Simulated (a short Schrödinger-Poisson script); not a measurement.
System: MOS inversion layer, SiO2 on p-type Si(100), at 300 K.

```
layer  material  thickness (nm)  Na (cm⁻³)
-----  --------  --------------  ---------
1          SiO2             3.6          -
2            Si            1000     1.8e17
```

Constants are typed, rounded textbook-type inputs, not results; the design itself was drawn at random and stands for no fabricated device. SiO2: permittivity 3.9, conduction-band edge (eV) 3.15, gap (eV) 9, electron mass (mₑ) 0.5. Si: permittivity 11.7, conduction-band edge (eV) 0, gap (eV) 1.124, Nv at 300 K (cm⁻³) 3.1e19.

Channel valleys (confinement mass, in-plane density-of-states mass, number): Δ2 0.916, 0.19, 2; Δ4 0.19, 0.417, 4. At the gate the conduction-band edge of layer 1 lies 3.26 eV − eVg above the Fermi level of the channel; the field vanishes at the back. Gaps are held at their typed values at every temperature. Mesh 0.03 nm at interfaces.

From a short Schrödinger-Poisson script (our own, NumPy): 1D Poisson equation in equilibrium, electrons quantum, Hartree (BenDaniel-Duke, 12 states a valley, the channel's in-plane mass for all, wave functions ending at the dielectric), parabolic valleys, classical holes, full ionisation, no traps, pinning or gate leakage.

Only gate voltages with over 1e8 electrons/cm² are shown.

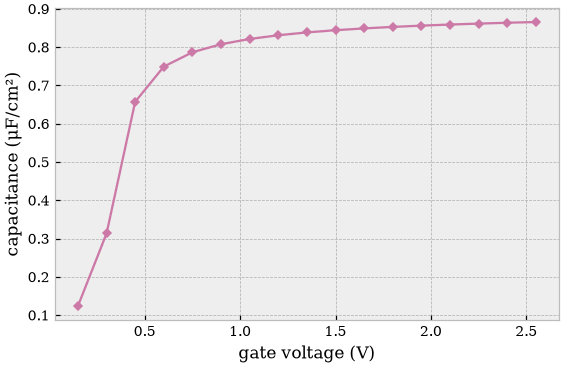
Fig. 1. Quasi-static capacitance against gate voltage

| Vg (V) | electrons (cm⁻²) | C (μF/cm²) | Δ2 E0 (meV) | Δ2 E1 (meV) | Δ4 E0 (meV) | Δ4 E1 (meV) |
|---|---|---|---|---|---|---|
| 0.15 | 6.68e8 | 0.124 | 245.9 | 290.4 | 286.9 | 360.6 |
| 0.3 | 6.14e10 | 0.313 | 127.3 | 174.7 | 171.0 | 248.9 |
| 0.45 | 5.07e11 | 0.657 | 70.1 | 121.8 | 118.1 | 199.4 |
| 0.6 | 1.16e12 | 0.749 | 45.7 | 102.1 | 98.4 | 182.4 |
| 0.75 | 1.88e12 | 0.787 | 30.4 | 91.2 | 87.6 | 173.8 |
| 0.9 | 2.62e12 | 0.808 | 18.9 | 84.0 | 80.5 | 168.5 |
| 1.05 | 3.38e12 | 0.821 | 9.6 | 78.6 | 75.1 | 164.8 |
| 1.2 | 4.15e12 | 0.831 | 1.6 | 74.3 | 70.9 | 162.1 |
| 1.35 | 4.93e12 | 0.838 | -5.5 | 70.8 | 67.5 | 159.9 |
| 1.5 | 5.72e12 | 0.844 | -11.9 | 67.8 | 64.5 | 158.2 |
| 1.65 | 6.51e12 | 0.849 | -17.9 | 65.1 | 61.9 | 156.7 |
| 1.8 | 7.31e12 | 0.853 | -23.6 | 62.7 | 59.5 | 155.4 |
| 1.95 | 8.11e12 | 0.856 | -28.9 | 60.5 | 57.3 | 154.3 |
| 2.1 | 8.91e12 | 0.859 | -34.0 | 58.5 | 55.3 | 153.3 |
| 2.25 | 9.72e12 | 0.862 | -38.9 | 56.6 | 53.5 | 152.4 |
| 2.4 | 1.05e13 | 0.864 | -43.7 | 54.8 | 51.7 | 151.6 |
| 2.55 | 1.13e13 | 0.866 | -48.4 | 53.1 | 50.0 | 150.9 |

Subbands count from the Fermi level.
